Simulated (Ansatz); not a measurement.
# What a change does: single-point calculation on C$_{2}$H$_{2}$In

System: C$_{2}$H$_{2}$In, multiplicity 2.
Method of run 1: UKS PBE-D4/def2-SVP (Ansatz 0.2.0).

Text and figures count atoms from 1; the logs count them from 0 in places.

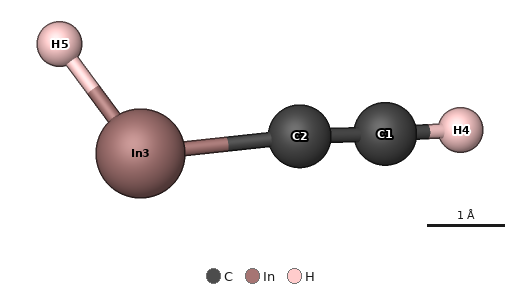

The input geometry (ball-and-stick view, seen at a tilt; atoms are numbered from 1 in the order of the input). Sticks mark near contacts.

### The input, run 1
```yaml
crystal:
  periodic: [false, false, false]
  atoms:
    - { symbol: C, position_ang: [-1.560697, -0.282873, -0.218109] }
    - { symbol: C, position_ang: [-0.412349, 0.199853, -0.049427] }
    - { symbol: In, position_ang: [1.661673, 0.774949, -0.186857] }
    - { symbol: H, position_ang: [-2.567254, -0.704388, -0.334666] }
    - { symbol: H, position_ang: [2.849759, -0.279672, 0.643621] }
magnetization:
  spin_polarized: true
  initial_magnetization: 1
basis:
  gaussian: { orbitals: def2-SVP }
hamiltonian:
  xc: pbe
  dispersion: d4
output:
  forces: true
```

Command:
```bash
ansatz run input.yaml --threads 1 --pin off --max-ram 2560MiB --backend cpu --events-out ev --progress --plain --runs-dir out
```

Hardware: 1 thread of Intel Xeon @ 2.50GHz (Skylake/Cascade Lake), 189 GiB of memory available, shared host.

### Output (run 1)
```
Engine: ansatz 0.2.0, x86_64-unknown-linux-gnu
Functional definition: PBE
  parameter kappa = 0.804
  parameter beta = 0.06672455060314922
  exchange = pbe_x(kappa = kappa, mu = beta*pi^2/3)
  correlation = pbe_c(beta = beta)
748 factors; their error is unknown
mean field evaluation 1: about -7263.6009 eV, gradient 3.7e1 eV
mean field evaluation 2: about -7154.7924 eV, gradient 1.0e2 eV
mean field evaluation 4: about -7267.6574 eV, gradient 3.0e1 eV
mean field evaluation 8: about -7272.5659 eV, gradient 9.3e-2 eV
mean field evaluation 16: about -7272.5527 eV, gradient 5.3e-5 eV
mean field -7272.55274380 eV, -267.2613838215 hartree, gradient 5.3e-5 eV, S^2 0.752590; 0 other end points of the search recorded, 0 dependent functions left out
the calculation of the forces begins
reference -7272.55278410 eV, -267.2613853022 hartree; 18, 17 occupied and 46, 47 virtual orbitals, 748 factors
Total energy: -7272.64063102 eV, -267.2646136171 hartree
Atom 0 at    -1.560697    -0.282873    -0.218109 Å, force     1.197149     0.565277     0.194256 eV/Å
Atom 1 at    -0.412349     0.199853    -0.049427 Å, force    -1.551731    -0.801222    -0.275256 eV/Å
Atom 2 at     1.661673     0.774949    -0.186857 Å, force    -0.054446    -0.003444     0.027827 eV/Å
Atom 3 at    -2.567254    -0.704388    -0.334666 Å, force     0.438318     0.206044     0.064219 eV/Å
Atom 4 at     2.849759    -0.279672     0.643621 Å, force    -0.029290     0.033346    -0.011047 eV/Å
Dipole moment:     0.064638     0.043617    -0.078913 e Å
```

The input of run 2 differs as follows (lines with − go, lines with + come):
```diff
-    - { symbol: C, position_ang: [-1.560697, -0.282873, -0.218109] }
-    - { symbol: C, position_ang: [-0.412349, 0.199853, -0.049427] }
-    - { symbol: In, position_ang: [1.661673, 0.774949, -0.186857] }
-    - { symbol: H, position_ang: [-2.567254, -0.704388, -0.334666] }
-    - { symbol: H, position_ang: [2.849759, -0.279672, 0.643621] }
+    - { symbol: C, position_ang: [-1.564718, -0.070809, -0.239344] }
+    - { symbol: C, position_ang: [-0.276364, -0.17817, -0.022822] }
+    - { symbol: In, position_ang: [1.646176, 0.782828, -0.186867] }
+    - { symbol: H, position_ang: [-2.683217, -0.060731, -0.385396] }
+    - { symbol: H, position_ang: [3.158531, 0.156716, 0.631504] }
```

How does run 2 compare with run 1?

With the same method and basis, run 2 lies 5.8 kcal/mol higher. The largest force goes from 1.768 to 4.981 eV/Å.

### Output (run 2)
```
Engine: ansatz 0.2.0, x86_64-unknown-linux-gnu
Functional definition: PBE
  parameter kappa = 0.804
  parameter beta = 0.06672455060314922
  exchange = pbe_x(kappa = kappa, mu = beta*pi^2/3)
  correlation = pbe_c(beta = beta)
748 factors; their error is unknown
mean field evaluation 1: about -7262.3936 eV, gradient 3.7e1 eV
mean field evaluation 2: about -7140.1740 eV, gradient 1.1e2 eV
mean field evaluation 4: about -7265.7204 eV, gradient 3.3e1 eV
mean field evaluation 8: about -7272.3142 eV, gradient 1.1e-1 eV
mean field evaluation 16: about -7272.2998 eV, gradient 1.2e-3 eV
mean field -7272.29975794 eV, -267.2520867624 hartree, gradient 4.4e-5 eV, S^2 0.754186; 0 other end points of the search recorded, 0 dependent functions left out
the calculation of the forces begins
reference -7272.29979900 eV, -267.2520882714 hartree; 18, 17 occupied and 46, 47 virtual orbitals, 748 factors
Total energy: -7272.38769572 eV, -267.2553184163 hartree
Atom 0 at    -1.564718    -0.070809    -0.239344 Å, force     3.546662    -0.384478     0.637586 eV/Å
Atom 1 at    -0.276364    -0.178170    -0.022822 Å, force    -4.879794     0.520942    -0.852754 eV/Å
Atom 2 at     1.646176     0.782828    -0.186867 Å, force     0.237088    -0.109033     0.116428 eV/Å
Atom 3 at    -2.683217    -0.060731    -0.385396 Å, force     1.382745    -0.082765     0.211808 eV/Å
Atom 4 at     3.158531     0.156716     0.631504 Å, force    -0.286701     0.055333    -0.113068 eV/Å
Dipole moment:     0.000330     0.193034    -0.097438 e Å
```

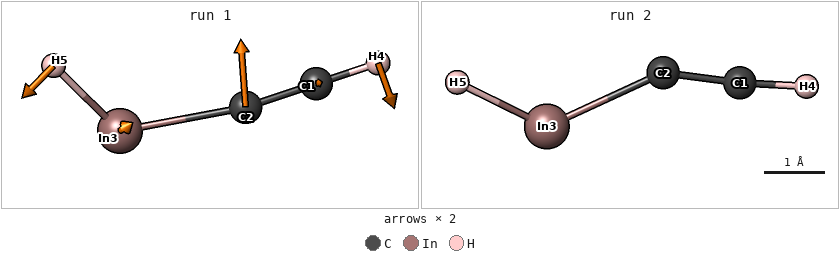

The two input geometries at one scale (ball-and-stick view, seen at a tilt). The orange arrows on the first give the shifts of the atoms after the best rigid fit, magnified 2 times. C2 moves most after the best rigid fit: 0.58 Å. Largest moves by element: C 0.58 Å, H 0.42 Å, In 0.17 Å. Among the contacts that change: C1–C2 1.257 → 1.311 Å, In3–H5 1.793 → 1.830 Å, C1–H4 1.097 → 1.128 Å.

### The two runs side by side

| quantity | run 1 | run 2 |
| --- | --- | --- |
| outcome | converged | converged |
| total energy (hartree) | −267.264614 | −267.255318 |
| ⟨S²⟩ | 0.753 | 0.754 |
| largest force (eV/Å) | 1.768 | 4.981 |
| basis functions | 64 | 64 |
| wall time (shared host) | 4.4 s | 5.9 s |
